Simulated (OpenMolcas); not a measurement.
# quartet BH2: a chain of runs

Aim: the energy (ROHF/3-21G), then a single-point energy (FCI/3-21G) of quartet BH2. 

The calculation is run with OpenMolcas 26.06.

**1. The system as given**

BH2 has 3 atoms, charge 0, and is taken as a quartet. SMILES of the parent species: `[BH2]`. Geometry: relaxed at GFN2-xTB. That shape belongs to the parent species and isn't relaxed for this state.

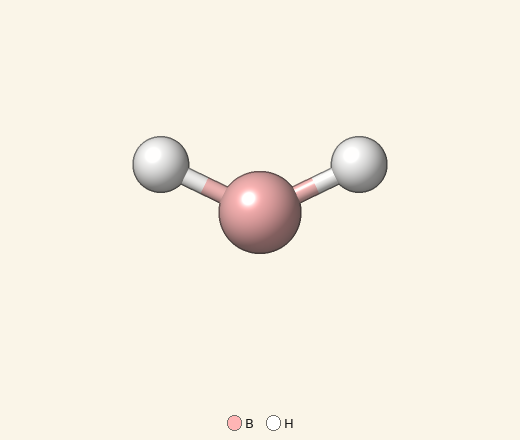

Viewed from a chosen angle; boron pink, hydrogen white.

**2. A single-point energy at ROHF/3-21G (run 1)**

The input, step1.input:

```
* BH2 Hartree-Fock
&GATEWAY
BasLib
$CurrDir
Coord
3
angstrom
B        0.262840      -0.166230       0.128640
H        0.280020       0.985320       0.260980
H       -0.542860      -0.819090      -0.389630
Basis
3-21G
Group
NoSym
&SEWARD
&SCF
UHF
Spin
4
PrOrbitals
1 1
&RASSCF
FileOrb
$Project.UnaOrb
Spin
4
Nactel
3 0 0
Inactive
2
Ras2
3
OutOrbitals
Canonical
OrbListing
Nothing
```

The basis set 3-21G is read from a file made from the Basis Set Exchange's data (not shown).

The run is started by

```
$ export MOLCAS_MEM=1860
$ pymolcas step1.input > step1.log
```

Log:

```text
--- Start Module: gateway ---
[...]
--- Stop Module: gateway /rc=_RC_ALL_IS_WELL_ ---
[...]
      Basis functions           13
[...]
--- Start Module: scf ---
[...]
       Convergence after  12 Iterations
[...]
::    Total SCF energy                                -25.4036326650
[...]
      Total spin, S                                     1.5018037717
[...]
--- Stop Module: scf /rc=_RC_ALL_IS_WELL_ ---
--- Start Module: rasscf ---
[...]
      Number of active orbitals                  3
[...]
      Spin quantum number                      1.5
[...]
      Active orbitals                            3
[...]
      Number of CSFs                             1
[...]
      Number of root(s) required                 1
[...]
      Convergence after  7 iterations
[...]
      printout of CI-coefficients larger than  0.05 for root  1
      energy=     -25.400666
      conf/sym  111     Coeff  Weight
             1  uuu   1.00000 1.00000
      Natural orbitals and occupation numbers for root  1
      sym 1:   1.000000   1.000000   1.000000
      ************************************************************************************************************************
      *                                                    Final results                                                     *
[...]
::    RASSCF root number  1 Total energy:    -25.40066628
[...]
      Total electronic charge=    7.000000
      Total            charge=   -0.000000
[...]
      Dipole Moment (debye):
      Origin of the operator (angstrom)=    0.2018   -0.1276    0.0988
                   X= -1.0973E+00               Y=  6.9329E-01               Z= -5.3714E-01           Total=  1.4047E+00
      Quadrupole Moment (debye*angstrom):
[...]
--- Stop Module: rasscf /rc=_RC_ALL_IS_WELL_ ---
[...]
```

Wall time 1.9 s (1 thread of Arm Neoverse V2, shared host); peak memory 0.37 GiB.

**3. The energy at FCI/3-21G (run 2)**

The input, step2.input:

```
* BH2 full CI
>>> EXPORT MOLCAS_PRINT=2

&GATEWAY
 BASLIB=$CurrDir
 COORD
 3
 angstrom
 B        0.262840      -0.166230       0.128640
 H        0.280020       0.985320       0.260980
 H       -0.542860      -0.819090      -0.389630
 BASIS=3-21G
 GROUP=NoSym

&SEWARD

&RASSCF
 FILEORB=$CurrDir/step1.RasOrb
 SPIN=4
 NACTEL=5 0 0
 INACTIVE=1
 RAS2=12
 CIROOT=3 3 1
 ORBLISTING=Nothing
 ORBAPPEAR=Compact
 CIONLY
```

The basis set 3-21G is read from a file made from the Basis Set Exchange's data (not shown).

The run is started by

```
$ export MOLCAS_MEM=1860
$ pymolcas step2.input > step2.log
```

Log:

```text
--- Start Module: gateway ---
[...]
--- Stop Module: gateway /rc=_RC_ALL_IS_WELL_ ---
--- Start Module: seward ---
[...]
      Basis functions           13
--- Stop Module: seward /rc=_RC_ALL_IS_WELL_ ---
--- Start Module: rasscf ---
[...]
      Number of active orbitals                 12
[...]
      Spin quantum number                      1.5
[...]
      Active orbitals                           12
[...]
      Number of CSFs                          5148
[...]
      Number of root(s) required                 3
[...]
      printout of CI-coefficients larger than  0.05 for root  1
      energy=     -25.454787
      conf/sym  111111111111     Coeff  Weight
             1  2uuu00000000   0.97682 0.95418
            11  uduuu0000000  -0.07205 0.00519
            16  uuudu0000000   0.07620 0.00581
            29  u20u0u000000   0.09555 0.00913
[...]
      Natural orbitals and occupation numbers for root  1
      sym 1:   1.950732   1.006805   0.986052   0.995369   0.025393   0.015681   0.003217   0.006164   0.005134   0.003765
               0.000776   0.000911
      Natural orbitals and occupation numbers for root  2
      sym 1:   1.053703   1.885487   0.961683   0.995389   0.038300   0.043970   0.007331   0.004029   0.004655   0.002760
               0.000618   0.002076
      Natural orbitals and occupation numbers for root  3
      sym 1:   1.862220   1.041065   0.995307   0.129676   0.897669   0.053684   0.004187   0.006228   0.000993   0.002891
               0.005174   0.000906
[...]
::    RASSCF root number  1 Total energy:    -25.45478673
::    RASSCF root number  2 Total energy:    -25.34677533
::    RASSCF root number  3 Total energy:    -25.21333859
[...]
      Total electronic charge=    7.000000
      Total            charge=   -0.000000
[...]
      Dipole Moment (debye):
      Origin of the operator (angstrom)=    0.2018   -0.1276    0.0988
                   X=  2.2768E-01               Y= -1.4387E-01               Z=  1.1145E-01           Total=  2.9147E-01
      Quadrupole Moment (debye*angstrom):
[...]
--- Stop Module: rasscf /rc=_RC_ALL_IS_WELL_ ---
[...]
```

Run time: 1.7 s. Hardware: 1 thread of Arm Neoverse V2, shared host; peak memory 0.37 GiB.

The roots found:

| excited state | energy (eV) |
| --- | --- |
| 1 | 2.939 |
| 2 | 6.570 |

**4. Summary of results**

| quantity | value |
| --- | --- |
| run 1, ROHF/3-21G: total energy | -25.40067 Eh |
| run 1, ROHF/3-21G: dipole moment | 1.40 D |
| run 2, FCI/3-21G: total energy | -25.45479 Eh |
| run 2, FCI/3-21G: lowest excitation energy within this active space | 2.94 eV |
